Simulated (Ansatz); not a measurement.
One crystal and one scan (scan of one atom of the cell) at two levels, PBE (plane waves to 420 eV, PAW, scalar-relativistic; Ansatz, a first-principles code) and r2SCAN (plane waves to 500 eV, PAW, scalar-relativistic; Ansatz), each from its own relaxed cell and on its own mesh. The cell shown is that of PBE.

Starting cell, SiC (wurtzite):

```
SiC
1.0
    3.09195     0.00000     0.00000
   -1.54598     2.67771     0.00000
    0.00000     0.00000     5.07427
Si C
2 2
Direct
  0.66667   0.33333   0.00052
  0.33333   0.66667   0.50052
  0.66667   0.33333   0.62468
  0.33333   0.66667   0.12468
```

Scan: atom 4 (C, nearest neighbour Si at 1.893 Å; its periodic images, 3.1 Å or more away, move with it) is displaced along Cartesian [111], direction (0.577, 0.577, 0.577) in Cartesian axes, by s. The other atoms stay.

E stands for the smeared free energy. SiC was relaxed with its symmetry unable to fall. (PBE) Left out: 1 of 11 points, with atoms too close for the PAW data. (r2SCAN) Left out: 1 of 11 points, with atoms too close for the PAW data. Percentages come from the unrounded values.

```csv
quantity,PBE,r2SCAN,PBE − r2SCAN
Lattice constant a (Å),3.092,3.075,+0.017 (+0.5 %)
Lattice constant c (Å),5.074,5.048,+0.026 (+0.5 %)
Relaxed volume (Å³/atom),10.50,10.34,+0.16 (+1.6 %)
"Band gap of the relaxed cell, no spin-orbit coupling (eV)",2.31,2.65,-0.34 (-13 %)
Force constant k = d²E/ds² at s = 0 (finite differences) (eV/Å²),20.26,21.64,-1.38 (-6.4 %)
```

PBE gives the higher value for: lattice constant a; lattice constant c; relaxed volume. PBE gives the lower value for: band gap of the relaxed cell, no spin-orbit coupling; force constant k = d²E/ds² at s = 0. Both give the same shape of the curve: a single well with its minimum at or next to zero displacement.

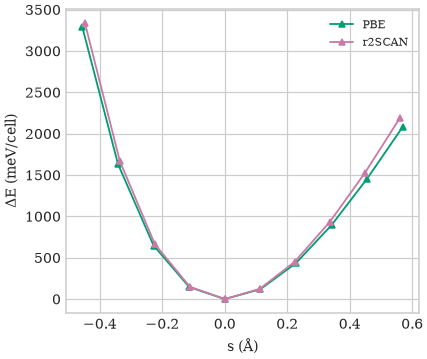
Fig. 1. ΔE, each from the undisplaced structure of its own level.

(For displaced atoms, the force is minus the slope of the energy, and its curvature is a force constant, which sets phonon frequencies.)
